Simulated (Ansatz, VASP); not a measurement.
## MgO: VASP beside Ansatz

One calculation is typed for both programs; each brings its own data sets and cutoff. How far apart do they land? The cell comes out of the VASP series on this material, whose earlier steps may have relaxed, scaled or displaced it; both programs get it as it stands.

Method: plane waves, with VASP 6.6.1 beside it; band structure at HSE06, in Ansatz 0.2.0.

**1. The starting structure**

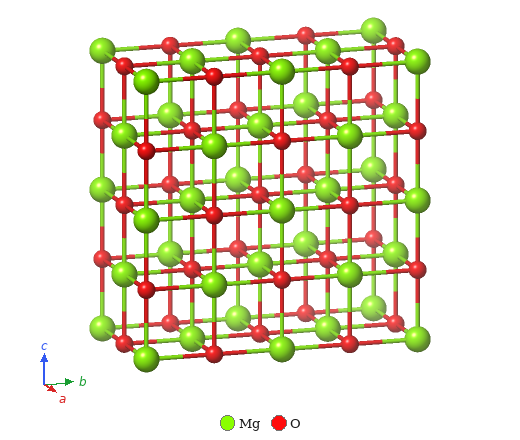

Start, viewed slightly off an axis; magnesium green, oxygen red. 1×2×2 cells are drawn. This picture shows the conventional cell, with its axes. Some periodic images of atoms are drawn too.

**2. Ansatz: band structure, HSE06**

Ansatz runs on its default PAW (the set named soft_2) files.

The same path points are solved in both programs, so levels can be compared one by one.

File input.yaml:

```yaml
crystal:
  lattice:
    - [0.0, 2.1006853663, 2.1006853663]
    - [2.1006853663, 0.0, 2.1006853663]
    - [2.1006853663, 2.1006853663, 0.0]
  atoms:
    - { symbol: Mg, position: [0.0, 0.0, 0.0] }
    - { symbol: O, position: [0.5, 0.5, 0.5] }
hamiltonian:
  xc: { exchange: pbe, correlation: pbe, exx: { coeff: 0.25, omega: 0.2 } }
  pseudopotentials: { kind: paw }
kpoints:
  mp_grid: { grid: [6, 6, 6] }
  band_path:
    path:
      - [0.0, 0.0, 0.0]
      - [0.5, 0.0, 0.5]
      - [0.5, 0.2, 0.7]
      - [0.4, 0.35, 0.75]
      - [0.15, 0.15, 0.3]
      - [0.2, 0.2, 0.2]
      - [0.55, 0.4, 0.55]
      - [0.6, 0.25, 0.65]
      - [0.5, 0.25, 0.75]
      - [0.5, 0.5, 0.5]
      - [0.375, 0.375, 0.75]
      - [0.5, 0.0, 0.5]
    npoints: 1
scf:
  occupations: { method: gaussian, width: 0.05 }
  n_extra_bands: 7
output:
  forces: true
  stress: true
  eigenvalues: true
  write_density: true
  write_potential: true
  elf: true
  volumetric_format: npy
```

Started as:

```bash
> ansatz run input.yaml --threads 4 --pin off --max-ram 9216MiB --backend cpu --events-out ev --progress --plain --runs-dir out
```

Numbers of over 12 decimals in the logs are rounded to 6 here.

Log:

```text
Warning: output.stress: scf.convergence.dr2_threshold = 1e-7 eV (the SCF's general default) is looser than the 2e-10 eV advised for a printed stress (1e-10 eV for each atom of the cell: 2). What an SCF threshold leaves in a stress goes as its square root, and in the free energy as the threshold itself, and one threshold admits the most on a small cell: [figures from the program's tests cut] Set scf.convergence.dr2_threshold to 2e-10 eV or tighter. The threshold is an SCF's pass mark: one that does not reach it within its budget of iterations ends unconverged, or closes short of it on a stop that the run arms, and scf.convergence.dr2_threshold's page says what that costs each kind of run
Warning: output.stress: scf.exx.energy_threshold = 1e-6 eV is looser than the 2e-8 eV advised for a stress under a hybrid functional (1e-8 eV for each atom of the cell: 2). Every SCF of the exchange loop can meet its threshold on dr2 while the loop round them stops early: no threshold on dr2 bounds what that leaves in the stress. Set scf.exx.energy_threshold to 2e-8 eV or tighter. The threshold is the loop's pass mark: a loop that does not reach it within its budget of cycles ends unconverged, and scf.exx.energy_threshold's page has the law
scf.n_extra_bands = 7 over 8 filled bands (N_el = 16.0): the run solves 15 bands
Engine: ansatz 0.2.0, aarch64-unknown-linux-gnu
Pseudopotentials: kind: paw
Pseudopotential: Mg, paw, valence charge 10, recommended cutoff 420 eV (normal), Mg.paw.azcp
Pseudopotential: O, paw, valence charge 6, recommended cutoff 420 eV (normal), O.paw.azcp
Functional definition: unnamed
  parameter a_1 = 0.25
  parameter omega_1 = 0.2/angstrom
  exchange = pbe_x + (-a_1)*pbe_x_sr(omega_1) + a_1*exact_x_sr(omega_1)
  correlation = pbe_c
Crystal: 2 atoms, lattice volume = 18.540 Å³
Basis set: ecut = 420 eV, 339 PW (Γ), exchange–correlation on 40×40×40 points (8 copies of the dense FFT grid, shifted against one another)
Bands: 15, of which v1, the nominal top of the filled ones, is band 8 counted from 1 (7 counted from 0)
Symmetry: 48 space group operations
Space group: Fm-3m (ITA 225), of the structure as read, at distance tolerance 2.6e-5 Å
k-points: 16 of 216
Non-local potential: Mg, projectors of the file, l = 0: 3, l = 1: 2, l = 2: 1
Non-local potential: O, projectors of the file, l = 0: 2, l = 1: 2, l = 2: 1
PAW form: soft (Blöchl's): semilocal exchange-correlation on the pseudo side does not see the compensation charge
PAW frozen core: Mg, regenerated for the run's functional, and the local potential with it (the file was generated under x = pbe(κ = 0.804, μ = 0.219515), c = pbe(β = 0.066725))
PAW frozen core: O, regenerated for the run's functional, and the local potential with it (the file was generated under x = pbe(κ = 0.804, μ = 0.219515), c = pbe(β = 0.066725))
PAW one-centre angular grid: Mg, 110 points (default); XC on 96 Gauss nodes
PAW one-centre angular grid: O, 110 points (default); XC on 96 Gauss nodes
Initial density: superposition of atomic densities (neutral atoms: chi_scale 0, normalization atom), corrected by the library's trained network
Initial wavefunctions: pseudopotential atomic-orbital guess
Functional: x = pbe(κ = 0.804, μ = 0.219515), c = pbe(β = 0.066725), warm-up for x = pbe(κ = 0.804, μ = 0.219515) + 0.25 (exact − pbe) at short range (hse, ω = 0.2 Å⁻¹), c = pbe(β = 0.066725)
SCF iter   1: F=—  HF=-2494.126618 eV  |F-HF|=—  |Δ(HF+E_count)|=         —  Δρ=6.79e-4  dr2=3.21e-5  ethr=1.77e-3  ⟨swp⟩=2.2  Hψ=1563  notcnv=0
preconditioner: auto → none  [insulator: Δε(μ)=4.814 eV  Ē_g=22.764 eV  σ=0.050 eV  W_gap=1.00  n_scr=8 (ndim 8)  ℏωp=24.4 eV  f_vac=0.000  D(μ)=0.00/eV (n_scr^D=0)]
SCF iter   2: F=-2494.126768 eV  HF=-2494.126730 eV  |F-HF|=3.78e-5  |Δ(HF+E_count)|=   1.12e-4  Δρ=3.16e-4  dr2=5.32e-6  ethr=2.01e-7  ⟨swp⟩=2.8  Hψ=391  notcnv=0  defer=5
SCF 1 stopped early in 2 iterations: F = -2494.126768 eV  dr2 = 5.32e-6
  greatest PAW one-centre occupation: 1.000 electrons in one spin orbital (limit 2), on the Mg atom at site 0 (counted from 0), in its partial waves of l = 0
Initial density: handed on by an earlier stage of this run
Initial wavefunctions: those handed on with the density
Functional: x = pbe(κ = 0.804, μ = 0.219515) + 0.25 (exact − pbe) at short range (hse, ω = 0.2 Å⁻¹), c = pbe(β = 0.066725)
Exchange kernel: α = 0.2500, screened, ω = 0.2000 Å⁻¹, Wigner–Seitz truncation, v(0) = 1118.0932 eV·Å³, q-mesh 6×6×6, nearest image of the exchange supercell L = 17.82 Å, pair-density grid 12×12×12, without the augmentation charges, whose exchange is taken in its separable form by FFT convolution over the k-point mesh (sized by the pseudopotential files, 18×18×18 at the most), smooth part of the exact exchange by density-matrix convolution
Frozen-core exchange: fock
SCF iter   1: F=—  HF=-2494.351472 eV  |F-HF|=—  |Δ(HF+E_count)|=         —  Δρ=7.79e-3  dr2=5.60e-3  ethr=3.32e-7  ⟨swp⟩=6.1  Hψ=1114  notcnv=0
preconditioner: auto → none  [insulator: Δε(μ)=6.549 eV  Ē_g=25.437 eV  σ=0.050 eV  W_gap=1.00  n_scr=8 (ndim 8)  ℏωp=24.4 eV  f_vac=0.000  D(μ)=0.00/eV (n_scr^D=0)]
SCF iter   2: F=—  HF=-2494.349211 eV  |F-HF|=—  |Δ(HF+E_count)|=   2.26e-3  Δρ=3.77e-3  dr2=1.16e-3  ethr=3.32e-7  ⟨swp⟩=3.0  Hψ=496  notcnv=0
SCF iter   3: F=—  HF=-2494.351951 eV  |F-HF|=—  |Δ(HF+E_count)|=   2.74e-3  Δρ=1.43e-3  dr2=4.24e-4  ethr=3.32e-7  ⟨swp⟩=3.5  Hψ=509  notcnv=0
SCF iter   4: F=—  HF=-2494.351849 eV  |F-HF|=—  |Δ(HF+E_count)|=   1.02e-4  Δρ=6.42e-4  dr2=6.90e-5  ethr=3.32e-7  ⟨swp⟩=3.8  Hψ=457  notcnv=0
iter 5 solved again at ethr=3.95e-9 eV; its pass at ethr=3.32e-7 eV (dr2=6.32e-7 eV) is discarded
SCF iter   5: F=—  HF=-2494.351832 eV  |F-HF|=—  |Δ(HF+E_count)|=   1.77e-5  Δρ=8.91e-5  dr2=3.64e-6  ethr=3.95e-9  ⟨swp⟩=3.3  Hψ=961  notcnv=0  defer=4
SCF iter   6: F=-2494.351849 eV  HF=-2494.351852 eV  |F-HF|=3.69e-6  |Δ(HF+E_count)|=   2.06e-5  Δρ=9.13e-5  dr2=1.79e-6  ethr=3.74e-9  ⟨swp⟩=3.2  Hψ=455  notcnv=0
SCF 2 stopped early in 6 iterations: F = -2494.351849 eV  dr2 = 1.79e-6
hybrid outer 1: dexx = +3.375e-3 eV, tail = 3.60e-5 eV
Exchange kernel: α = 0.2500, screened, ω = 0.2000 Å⁻¹, Wigner–Seitz truncation, v(0) = 1118.0932 eV·Å³, q-mesh 6×6×6, nearest image of the exchange supercell L = 17.82 Å, pair-density grid 12×12×12, without the augmentation charges, whose exchange is taken in its separable form by FFT convolution over the k-point mesh (sized by the pseudopotential files, 18×18×18 at the most), smooth part of the exact exchange by density-matrix convolution
Frozen-core exchange: fock
SCF iter   1: F=—  HF=-2494.351820 eV  |F-HF|=—  |Δ(HF+E_count)|=         —  Δρ=7.46e-5  dr2=8.96e-7  ethr=1.13e-6  ⟨swp⟩=2.4  Hψ=486  notcnv=0
preconditioner: auto → none  [insulator: Δε(μ)=6.589 eV  Ē_g=25.423 eV  σ=0.050 eV  W_gap=1.00  n_scr=8 (ndim 8)  ℏωp=24.4 eV  f_vac=0.000  D(μ)=0.00/eV (n_scr^D=0)]
SCF iter   2: F=—  HF=-2494.351819 eV  |F-HF|=—  |Δ(HF+E_count)|=   3.13e-7  Δρ=1.51e-5  dr2=3.59e-8  ethr=5.44e-9  ⟨swp⟩=3.1  Hψ=469  notcnv=0
SCF iter   3: F=—  HF=-2494.351819 eV  |F-HF|=—  |Δ(HF+E_count)|=   1.45e-7  Δρ=1.07e-5  dr2=1.65e-8  ethr=7.77e-11  ⟨swp⟩=3.9  Hψ=646  notcnv=0  defer=1
SCF iter   4: F=-2494.351819 eV  HF=-2494.351819 eV  |F-HF|=1.50e-11  |Δ(HF+E_count)|=   5.49e-9  Δρ=6.01e-7  dr2=1.88e-10  ethr=7.77e-11  ⟨swp⟩=3.0  Hψ=416  notcnv=0
SCF 3 converged in 4 iterations: F = -2494.351819 eV  dr2 = 1.88e-10
  Residual-converged pass: ⟨swp⟩=2.6  Hψ=377  notcnv=0  max |occ|·‖R‖ = 2.4e-6 eV (tolerance 2.4e-6 eV)  dr2=1.87e-10  dr2_onsite=1.03e-11  max |Δocc| = 0.0e0
hybrid outer 2: dexx = +1.172e-7 eV, tail = 8.75e-9 eV, Δε = 3.49e-3 eV (about 1.21e-4 eV left of the loop's levels)
NSCF: frozen V_eff on 12 k-points
hybrid SCF converged: 2 outer / 10 inner (+2 warm-up), last move |dexx| = 1.17e-7 eV, tail = 8.75e-9 eV
Stability not checked: this state was not tested for a lower state beside it, because the functional holds exact exchange (a hybrid, or Hartree-Fock), whose exchange loop this test does not read (fock_operator; see scf.lower_state_search)
Free energy (F): -2494.351819 eV
Frozen-core exchange: fock
Harris-Foulkes:  -2494.351819 eV  (|F-HF|=1.50e-11)
Internal energy: -2494.351819 eV  (E = F + TS)
E sigma→0 (E₀):  -2494.351819 eV
Fermi energy:    10.254168 eV
--- Per-component energies (eV) ---
  E_band       = -338.664384
  E_kinetic    = 257.054153
  E_local      = -1597.945998  (includes V_loc(G=0)·N_el)
  E_nonlocal   = 141.099492
  E_hartree    = 553.616974
  E_xc         = -84.797338
  E_vxc        = -107.705187  (∫ρ·V_xc dr)
  E_exx        = -71.772685  (= α·E_x^exact, valence–valence)
  E_paw        = -398.899604  (= ΣΔE_a)
  E_vpaw       = 5.142103  (= ΣTr[D̂ρ^β])
  E_aug_tail   = 0.002496  (compensation charges beyond the density's cutoff)
  E_ewald      = -1292.647755
  E_core_change = -0.061555  (= ΣΔE_core)
  E_smearing   = -0.000000  (= −TS)
  E_closure    = 0.000000  (closes the sum)
  Σ components = -2494.351819   (vs F -2494.351819, Δ=0.00e0)
--- Forces (eV/Å), atoms counted from 1 ---
  atom   1  Mg    -0.00000000     0.00000000     0.00000000
  atom   2  O      0.00000000     0.00000000     0.00000000
  max |Σ_I F_I| component: 2.04e-29 eV/Å
--- Stress (GPa, compression-positive) ---
       -0.010363       0.000000       0.000000
        0.000000      -0.010363      -0.000000
       -0.000000      -0.000000      -0.010363
  P = ⅓ Tr σ = -0.0104 GPa (-0.104 kbar)
--- Band table (eV; the first three rows and the last of 16) ---
  k-point 0: bands = [... 4 lower, -11.8956, 6.9599, 6.9599, 6.9599, 13.5480, 24.8179, 24.8179, 24.8179, ... 3 higher]
  k-point 1: bands = [... 4 lower, -11.5845, 5.3942, 6.7682, 6.7682, 15.0093, 22.4483, 25.4364, 25.4364, ... 3 higher]
  k-point 2: bands = [... 4 lower, -10.8888, 3.0446, 6.4091, 6.4091, 16.5600, 21.4899, 25.7189, 25.7189, ... 3 higher]
  k-point 15: bands = [... 4 lower, -10.2063, 3.1418, 4.5515, 5.1604, 19.4520, 20.5441, 21.7022, 25.8592, ... 3 higher]
```

Run time: 6.9 s. Hardware: 4 threads of Arm Neoverse V2, shared host; peak memory 0.54 GiB; 24 s of CPU time.

The column dr2 measures how far the density is from self-consistency, as an energy; F and HF (Harris–Foulkes) agree once it is small.

**3. VASP: band structure, HSE06**

The same cell, functional, mesh and smearing now go to VASP, with its own data sets and cutoff.

Lines of VASP's logs that name or quote its potential files are left out, and so is its time.

File INCAR:

```
SYSTEM = MgO
PREC = Accurate
ENCUT = 520
EDIFF = 1E-06
NELM = 100
ISMEAR = 0
SIGMA = 0.05
LREAL = .FALSE.
ALGO = Normal
LHFCALC = .TRUE.
AEXX = 0.25
GGA = PE
HFSCREEN = 0.2
LASPH = .TRUE.
NBANDS = 10
PRECFOCK = Fast
LORBIT = 11
LWAVE = .FALSE.
LCHARG = .FALSE.
KPAR = 2
```

File POSCAR:

```
MgO
1.0
    0.0000000000      2.1006853663      2.1006853663
    2.1006853663      0.0000000000      2.1006853663
    2.1006853663      2.1006853663      0.0000000000
Mg O
1 1
Direct
    0.0000000000      0.0000000000      0.0000000000
    0.5000000000      0.5000000000      0.5000000000
```

File KPOINTS:

```
Automatic mesh
0
Gamma
6 6 6
0 0 0
```

File KPOINTS_OPT:

```
Line mode
6
Line-mode
Reciprocal
  0.00000000   0.00000000   0.00000000 GAMMA
  0.50000000   0.00000000   0.50000000 X

  0.50000000   0.00000000   0.50000000 X
  0.50000000   0.25000000   0.75000000 W

  0.50000000   0.25000000   0.75000000 W
  0.37500000   0.37500000   0.75000000 K

  0.37500000   0.37500000   0.75000000 K
  0.00000000   0.00000000   0.00000000 GAMMA

  0.00000000   0.00000000   0.00000000 GAMMA
  0.50000000   0.50000000   0.50000000 L

  0.50000000   0.50000000   0.50000000 L
  0.62500000   0.25000000   0.62500000 U

  0.62500000   0.25000000   0.62500000 U
  0.50000000   0.25000000   0.75000000 W

  0.50000000   0.25000000   0.75000000 W
  0.50000000   0.50000000   0.50000000 L

  0.50000000   0.50000000   0.50000000 L
  0.37500000   0.37500000   0.75000000 K

  0.62500000   0.25000000   0.62500000 U
  0.50000000   0.00000000   0.50000000 X
```

PAW data sets: Mg and O (PBE family, release 64).

Started as:

```bash
> mpirun -np 2 vasp_std
```

Log:

```text
[banner, memory and clock lines left out]
running    2 mpi-ranks, on    1 nodes
 distrk:  each k-point on    1 cores,    2 groups
 distr:  one band on    1 cores,    1 groups

 POSCAR found type information on POSCAR MgO
 POSCAR found :  2 types and       2 ions
 LDA part: xc-table for (Slater+PW92), standard interpolation
 found WAVECAR, reading the header
 POSCAR, INCAR and KPOINTS ok, starting setup
 FFT: planning ... GRIDC
 FFT: planning ... GRID_SOFT
 FFT: planning ... GRID
 reading WAVECAR
 the WAVECAR file was read successfully
 initial charge from wavefunction
 entering main loop
       N       E                     dE             d eps       ncg     rms          rms(c)
DAV:   1    -0.142307105692E+02   -0.14231E+02   -0.33468E-01   320   0.405E+00    0.287E-01
DAV:   2    -0.142320585770E+02   -0.13480E-02   -0.24137E-03   336   0.430E-01    0.201E-01
DAV:   3    -0.142316034459E+02    0.45513E-03   -0.39454E-04   334   0.124E-01    0.128E-01
DAV:   4    -0.142314620428E+02    0.14140E-03   -0.57633E-05   324   0.731E-02    0.780E-02
DAV:   5    -0.142314113645E+02    0.50678E-04   -0.17988E-05   322   0.526E-02    0.445E-02
DAV:   6    -0.142313948688E+02    0.16496E-04   -0.64681E-06   320   0.309E-02    0.255E-02
DAV:   7    -0.142313895102E+02    0.53586E-05   -0.22016E-06   324   0.167E-02    0.150E-02
DAV:   8    -0.142313877371E+02    0.17731E-05   -0.82870E-07   160   0.996E-03    0.902E-03
DAV:   9    -0.142313871615E+02    0.57558E-06   -0.33013E-07   162   0.698E-03
   1 F= -.14231387E+02 E0= -.14231387E+02  d E =-.218560E-13
 Start KPOINTS_OPT (optional k-point list driver)
k-point batch [1-16\60]
       N       E                     dE             ncg
DAV:   1    -0.587321217432E+02   -0.52498E+04      376
DAV:   2    -0.501596326655E+03   -0.44286E+03      354
DAV:   3    -0.514474720940E+03   -0.12878E+02      364
DAV:   4    -0.514580301381E+03   -0.10558E+00      362
DAV:   5    -0.514580552931E+03   -0.25155E-03      362
DAV:   6    -0.514580554010E+03   -0.10790E-05      380
DAV:   7    -0.514580554016E+03   -0.55093E-08      260
[...]
k-point batch [49-60\60]
       N       E                     dE             ncg
DAV:   1     0.127244840159E+04   -0.44299E+04      264
DAV:   2     0.899541057589E+03   -0.37291E+03      272
DAV:   3     0.888763419355E+03   -0.10778E+02      274
DAV:   4     0.888682599897E+03   -0.80819E-01      280
DAV:   5     0.888682401646E+03   -0.19825E-03      290
DAV:   6     0.888682401000E+03   -0.64621E-06      282
```

(Continued in part 2 of 2.)

[Lines on the potential files, build, host, timing and source positions are cut from VASP's logs without a mark.]

[Logs are printed without paths, hosts, clocks, repeated set-up lines and the standing remarks that a program may print on its own settings, such as how far it seeks lower states.]

[Hosts, paths, dates, database ids (printed as entryN), source tags and the programs' standing remarks are cut or masked in the printed files.]
